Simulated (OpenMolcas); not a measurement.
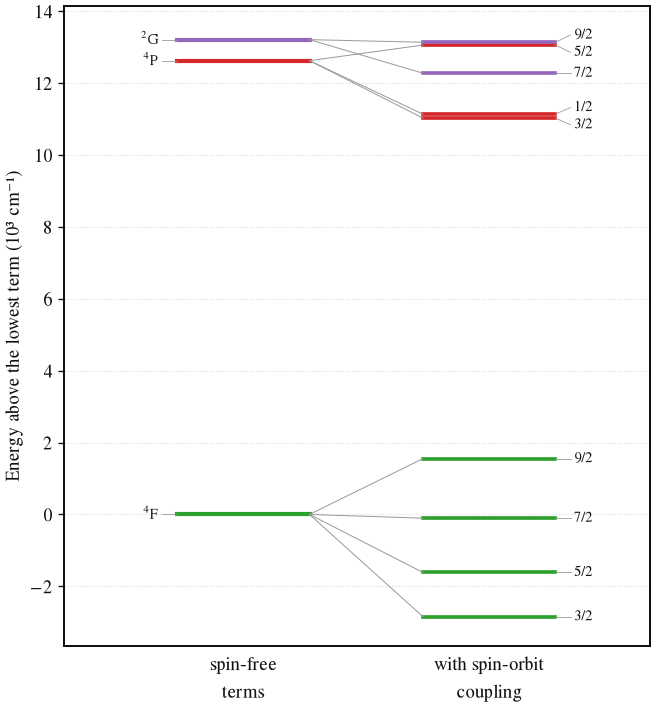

Terms of Pd⁷⁺ (palladium, Z = 46) without and with spin-orbit coupling; numbers at the right are J. ⁴F (at 0) splits over 4,400 cm⁻¹ into J = 3/2, 5/2, 7/2, 9/2 from the bottom up (normal); ⁴P (at 12,600 cm⁻¹) splits over 2,030 cm⁻¹ into J = 3/2, 1/2, 5/2 from the bottom up (irregular); ²G (at 13,200 cm⁻¹) splits over 862 cm⁻¹ into J = 7/2, 9/2 from the bottom up (normal). The ground level lies 2,850 cm⁻¹ below the lowest term.

## Multiconfigurational calculation for Pd⁷⁺ (part 1 of 2)

- system: Pd⁷⁺.
- method: state-averaged CASSCF, active space 3 electrons in the shell 4d, basis ANO-RCC-MB, DKH3 scalar Hamiltonian, spin-orbit coupling by RASSI with atomic mean-field integrals (OpenMolcas)

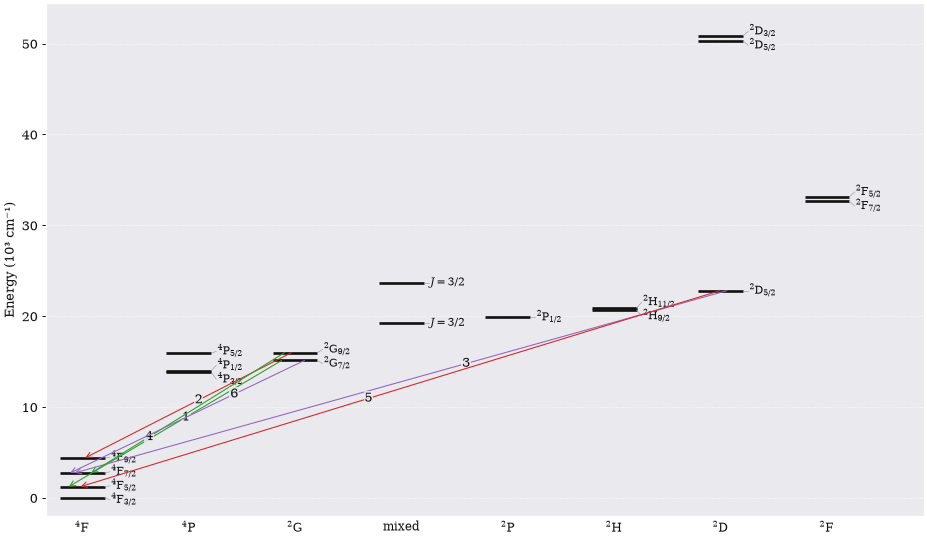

Levels of Pd⁷⁺ (palladium, Z = 46) with 6 numbered transitions. Rates are at computed energies.

```csv
No.,Upper,Lower,Type,λ (vacuum),A (s⁻¹)
1,4d³ ²G₇/₂,4d³ ⁴F₅/₂,M1,720 nm,0.81
2,4d³ ²G₉/₂,4d³ ⁴F₉/₂,M1,863 nm,1.3
3,4d³ ²D₅/₂,4d³ ⁴F₇/₂,M1,498 nm,2.8
4,4d³ ²G₉/₂,4d³ ⁴F₇/₂,M1,755 nm,0.67
5,4d³ ²D₅/₂,4d³ ⁴F₅/₂,M1,464 nm,0.42
6,4d³ ²G₇/₂,4d³ ⁴F₇/₂,M1,808 nm,0.67
```

Line 3 has the largest rate; it falls in the visible region.

Input and output of the run follow.

## The input
```
&GATEWAY
Coord
1

Pd 0.0 0.0 0.0
Basis=ANO-RCC-MB
Group=XYZ
NoMove
AngMom=0.0 0.0 0.0
AMFI
&SEWARD
Relativistic=R03O02
&RASSCF
FileOrb=start.orb
Symmetry=1
Spin=4
nActEl=3 0 0
Inactive=9 9
Ras2=5 0
CIRoot=10 10 1
SDav=10
CIMx=300
Iter=120 100
PrWF=0.3
OrbListing=Nothing
MaxOrb=0
Atom
>>> COPY $Project.JobIph JOB001
&RASSCF
FileOrb=start.orb
Symmetry=1
Spin=2
nActEl=3 0 0
Inactive=9 9
Ras2=5 0
CIRoot=40 40 1
SDav=40
CIMx=300
Iter=120 100
PrWF=0.3
OrbListing=Nothing
MaxOrb=0
Atom
CIOnly
>>> COPY $Project.JobIph JOB002
&RASSI
NrOfJobIphs=2 10 40
1 2 3 4 5 6 7 8 9 10
1 2 3 4 5 6 7 8 9 10 11 12 13 14 15 16 17 18 19 20 21 22 23 24 25 26 27
28 29 30 31 32 33 34 35 36 37 38 39 40
IphNames
JOB001
JOB002
EJob
SpinOrbit
DIPRint=1.0
SOCoupling=1000.0
Subsets=2
MEES
Property=10
'ANGMOM' 1 'ANGMOM' 2 'ANGMOM' 3 'MLTPL  1' 1 'MLTPL  1' 2 'MLTPL  1' 3
'AMFI' 1 'AMFI' 2 'AMFI' 3 'MLTPL  2' 6
SOProperty=3
'ANGMOM' 1 'ANGMOM' 2 'ANGMOM' 3
```

The file start.orb holds starting orbitals from an earlier step. A driver script formed the levels outside the program, from RASSI's spin-orbit matrix and the active-space energies, averaged over the components of each term or state.

Run as:
```bash
OMP_NUM_THREADS=1 MOLCAS_MEM=2252 MOLCAS_PROJECT=a pymolcas a.inp > a.log  # once for each step of the input, in one work folder
```

## The program's output (extracts)
```
--- SEWARD ---
Basis set label: PD.ANO-RCC...5S4P2D.

      Electronic valence basis set:
      ------------------
      Associated Effective Charge  46.000000 au
      Associated Actual Charge     46.000000 au
      Nuclear Model: Point charge

      Shell  nPrim  nBasis  Cartesian Spherical Contaminant
         s      21       5        X
         p      18       4        X
         d      13       2                 X
Relativistic=R03O02
                  Relativistic Douglas-Kroll-Hess integrals:
                    - DKH order of Hamiltonian: 3
                    - DKH order of Properties : 2
--- RASSCF ---
Wave function specifications:
      -----------------------------

      Number of closed shell electrons          36
      Number of electrons in active shells       3
      Max number of holes in RAS1 space          0
      Max nr of electrons in RAS3 space          0
      Number of inactive orbitals               18
      Number of active orbitals                  5
      Number of secondary orbitals               4
      Spin quantum number                      1.5
      State symmetry                             1
Orbital specifications:
      -----------------------

      Symmetry species                           1   2
                                                ag  au
      Frozen orbitals                            0   0
      Inactive orbitals                          9   9
      Active orbitals                            5   0
      RAS1 orbitals                              0   0
      RAS2 orbitals                              5   0
      RAS3 orbitals                              0   0
      Secondary orbitals                         1   3
      Deleted orbitals                           0   0
      Number of basis functions                 15  12
      Number of CSFs                            10
      Number of root(s) required                10
      Iter CI   SX   CI       RASSCF       Energy    max ROT     max BLB   max BLB  Level Ln srch  Step   QN
          iter iter root      energy       change     param      element    value   shift minimum  type update
 Nr of preliminary CI iterations:   1
      Total energies have been shifted. Add                -5000.00 au
        1   1    5    0   -28.59299962    0.00E+00  -1.09E-01*   7  10 2  1.07E+00*  0.00   0.00    SX    NO
        2   1    4    0   -29.00685878   -4.14E-01* -1.07E-02    7  10 2  9.73E-02*  0.00   0.00    SX    NO
        3   1    4    0   -29.01044859   -3.59E-03* -6.19E-04    7  10 2  5.63E-03*  0.00   0.00    SX    NO
        4   1    3    0   -29.01046268   -1.41E-05*  4.04E-05    7  10 2  3.68E-04*  0.00   0.00    SX    NO
        5   1    3    0   -29.01046274   -5.89E-08* -2.78E-06    7  10 2  2.37E-05   0.00   1.07    QN   YES
        6   1    1    0   -29.01046274   -2.49E-10  -5.85E-12    5  11 2 -4.05E-08   0.00   1.00    QN   YES
      Convergence after  6 iterations
        7   1    1    0   -29.01046274   -9.09E-13  -5.85E-12    5  11 2 -4.05E-08   0.00   1.00    QN   YES
      Natural orbitals and occupation numbers for root  1
      sym 1:   0.805036   0.805036   1.000000   0.194964   0.194964
      Natural orbitals and occupation numbers for root  2
      sym 1:   1.000000   0.010256   0.989744   0.989744   0.010256
      Natural orbitals and occupation numbers for root  3
      sym 1:   0.144363   0.144363   0.855637   0.855637   1.000000
::    RASSCF root number  1 Total energy:  -5029.02771903
::    RASSCF root number  2 Total energy:  -5029.02771903
::    RASSCF root number  3 Total energy:  -5029.02771903
::    RASSCF root number  4 Total energy:  -5029.02771903
::    RASSCF root number  5 Total energy:  -5029.02771903
::    RASSCF root number  6 Total energy:  -5029.02771903
::    RASSCF root number  7 Total energy:  -5029.02771903
::    RASSCF root number  8 Total energy:  -5028.97019805
::    RASSCF root number  9 Total energy:  -5028.97019805
::    RASSCF root number 10 Total energy:  -5028.97019805
--- RASSCF ---
Wave function specifications:
      -----------------------------

      Number of closed shell electrons          36
      Number of electrons in active shells       3
      Max number of holes in RAS1 space          0
      Max nr of electrons in RAS3 space          0
      Number of inactive orbitals               18
      Number of active orbitals                  5
      Number of secondary orbitals               4
      Spin quantum number                      0.5
      State symmetry                             1
Orbital specifications:
      -----------------------

      Symmetry species                           1   2
                                                ag  au
      Frozen orbitals                            0   0
      Inactive orbitals                          9   9
      Active orbitals                            5   0
      RAS1 orbitals                              0   0
      RAS2 orbitals                              5   0
      RAS3 orbitals                              0   0
      Secondary orbitals                         1   3
      Deleted orbitals                           0   0
      Number of basis functions                 15  12
      Number of CSFs                            40
      Number of root(s) required                40
      Iter CI   SX   CI       RASSCF       Energy    max ROT     max BLB   max BLB  Level Ln srch  Step   QN
          iter iter root      energy       change     param      element    value   shift minimum  type update
 Nr of preliminary CI iterations:   1
        1   1    0    0 -5028.92458936    0.00E+00   0.00E+00    8  12 1  2.90E-03*  0.00   0.00    SX    NO
      Natural orbitals and occupation numbers for root  1
      sym 1:   0.512661   0.487998   0.691951   0.695314   0.612076
      Natural orbitals and occupation numbers for root  2
      sym 1:   0.696952   0.534481   0.475222   0.612402   0.680944
      Natural orbitals and occupation numbers for root  3
      sym 1:   0.444960   0.552722   0.706868   0.692352   0.603099
::    RASSCF root number  1 Total energy:  -5028.96753484
::    RASSCF root number  2 Total energy:  -5028.96753484
::    RASSCF root number  3 Total energy:  -5028.96753484
::    RASSCF root number  4 Total energy:  -5028.96753484
::    RASSCF root number  5 Total energy:  -5028.96753484
::    RASSCF root number  6 Total energy:  -5028.96753484
::    RASSCF root number  7 Total energy:  -5028.96753484
::    RASSCF root number  8 Total energy:  -5028.96753484
::    RASSCF root number  9 Total energy:  -5028.96753484
::    RASSCF root number 10 Total energy:  -5028.94836118
::    RASSCF root number 11 Total energy:  -5028.94836118
::    RASSCF root number 12 Total energy:  -5028.94836118
::    RASSCF root number 13 Total energy:  -5028.94836118
::    RASSCF root number 14 Total energy:  -5028.94836118
::    RASSCF root number 15 Total energy:  -5028.94836118
::    RASSCF root number 16 Total energy:  -5028.94836118
::    RASSCF root number 17 Total energy:  -5028.94836118
::    RASSCF root number 18 Total energy:  -5028.94836118
::    RASSCF root number 19 Total energy:  -5028.94836118
::    RASSCF root number 20 Total energy:  -5028.94836118
::    RASSCF root number 21 Total energy:  -5028.94836118
::    RASSCF root number 22 Total energy:  -5028.94836118
::    RASSCF root number 23 Total energy:  -5028.94836118
::    RASSCF root number 24 Total energy:  -5028.94101639
::    RASSCF root number 25 Total energy:  -5028.94101639
::    RASSCF root number 26 Total energy:  -5028.94101639
::    RASSCF root number 27 Total energy:  -5028.94101639
::    RASSCF root number 28 Total energy:  -5028.94101639
::    RASSCF root number 29 Total energy:  -5028.89084020
::    RASSCF root number 30 Total energy:  -5028.89084020
```

(Continued in part 2.) Outcome of the run: converged.
